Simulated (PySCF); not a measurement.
SMILES Cc1ccccc1 (C₇H₈), GFN2-xTB optimised geometry. Atoms within 1.6 Å of the plane z = 0.8 Å (x, y, z in Å): C1 (-2.49, 0.00, -0.02), C2 (-0.99, 0.00, 0.00), C3 (-0.28, -1.20, 0.00), C4 (1.11, -1.20, 0.00), C5 (1.80, 0.00, 0.00), C6 (1.10, 1.20, 0.00), C7 (-0.28, 1.19, 0.00), H8 (-2.88, 0.89, 0.45), H9 (-2.88, -0.88, 0.48), H11 (-0.81, -2.13, 0.00), H12 (1.65, -2.13, 0.00), H13 (2.88, 0.00, 0.00), H14 (1.64, 2.13, 0.00), H15 (-0.82, 2.13, 0.00).

Computed with PBE0/def2-TZVP in PySCF.

Map of the electrostatic potential (hartree/e), clipped to [-0.08, 0.12] on the plane z = 0.8 Å:

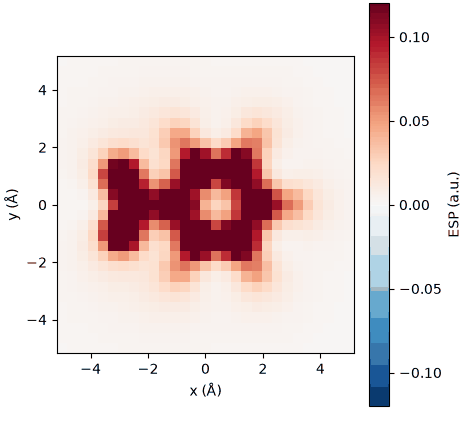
*Electrostatic potential (hartree/e), clipped to [-0.08, 0.12] on the plane z = 0.8 Å.*
